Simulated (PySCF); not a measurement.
```yaml
atoms:
  - { symbol: C, position_ang: [0.7248, 0.1370, 0.3586] }
  - { symbol: Al, position_ang: [-0.8339, 0.2119, -0.7699] }
  - { symbol: F, position_ang: [-1.5931, 1.6366, -1.1507] }
  - { symbol: F, position_ang: [-1.4987, -1.1534, -1.4371] }
  - { symbol: H, position_ang: [0.6379, -0.6728, 1.0998] }
  - { symbol: H, position_ang: [0.8944, 1.0852, 0.8898] }
  - { symbol: H, position_ang: [1.6206, -0.0764, -0.2477] }
```

Geometry: PBE0-D3(BJ)/def2-SVP.

All numbers below come from Gaussian-basis quantum chemistry of an isolated molecule with PySCF, energy and nuclear gradient, functional PBE0 (PySCF 2.14.0).

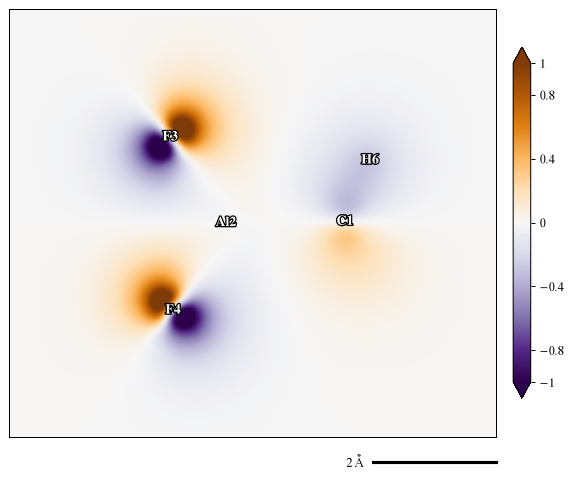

CH3AlF2 (SMILES [CH3][Al]([F])[F]). The HOMO−1 on the plane of atoms C1, Al2 and F3 (values in Å⁻³ᐟ²; the overall sign is arbitrary).

Q: Describe this orbital and give its energy.

A: By Hirshfeld shares it lies mainly on F3 (about 40 %), F4 (about 40 %) and C1 (about 10 %); largely a combination of lone pairs on F3 and F4. Its energy is −11.13 eV.
